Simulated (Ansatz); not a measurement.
## Fields on a plane of Lu (hcp, Mg type)

```
CELL_PARAMETERS angstrom
      3.44496     0.00000     0.00000
     -1.72248     2.98343     0.00000
      0.00000     0.00000     5.34875
ATOMIC_POSITIONS crystal
  Lu 0.33333 0.66667 0.75000
  Lu 0.66667 0.33333 0.25000
```

The slice is a (1 -1 0 0) plane (indices of the conventional cell) through the point (0.667, 0.333, 0.250) (fractional), spanned by u = [110] and v = [001] in vectors of this cell: u (3.44 Å) and v (5.35 Å, at 90° to u). It covers one period; positions are fractions (u, v).

Atoms on it: Lu at (0.00, 0.00). Other atoms lie within 1 Å of the plane.

These are PBEsol (plane waves to 420 eV, PAW, scalar-relativistic; Ansatz, a program for electronic structure) values and carry that method's errors. k mesh 16×16×9. These are valence fields of a PAW run, semicore shells included where kept as valence: close to a nucleus they are smooth pseudo fields. Lu is run without spin polarisation. Lu was relaxed with its symmetry unable to fall. The PAW data are Ansatz's earlier set.

```
|99886644110000000011446688|
|77665533110000000011335566|
|44443311000000000000113344|
|22111100000000000000001111|
|00000000000000000000000000|
|00000000000000000000000000|
|00000000000000000000000000|
|00000000001111111100000000|
|00000000111122221111000000|
|00000000112222222211000000|
|00000000111122221111000000|
|00000000001111111100000000|
|00000000000000000000000000|
|00000000000000000000000000|
|00000000000000000000000000|
|22111100000000000000001111|
|44443311000000000000113344|
|77665533110000000011335566|
|99886644110000000011446688|
|99997744220000000022447799|
```
Scale: ten equal steps from -0.93 (start of '0') to 1.71 (end of '9'), in the order '0123456789'. Values: log₁₀ of the valence density in e/Å³. The map has 13 points along u (two characters each, u = 0 at the left) and 20 along v (v = 0 in the bottom row). The scale is logarithmic, as a density can span decades between atoms and voids.

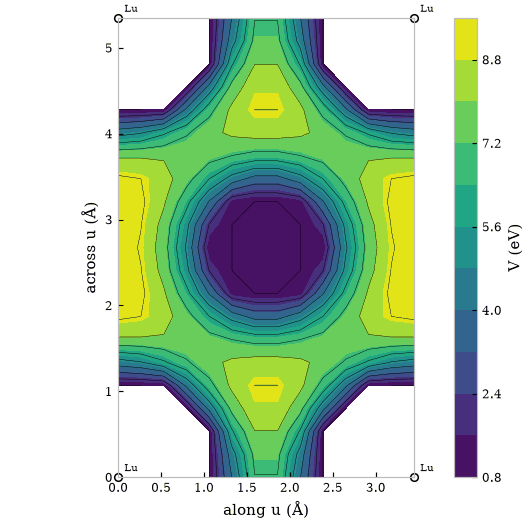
*Electrostatic potential energy of an electron, from the cell's mean, in eV, one period of the plane, atoms marked. Points within 1 Å of a nucleus are left white, as the pseudised field means little there. Values under 1 eV are set to 1. The zero, the cell's mean, hangs on the PAW cores.*

* **Density on the Lu–Lu line (3.44 Å) at its midpoint**: 0.12 e/Å³
* **ELF at that point**: 0.2
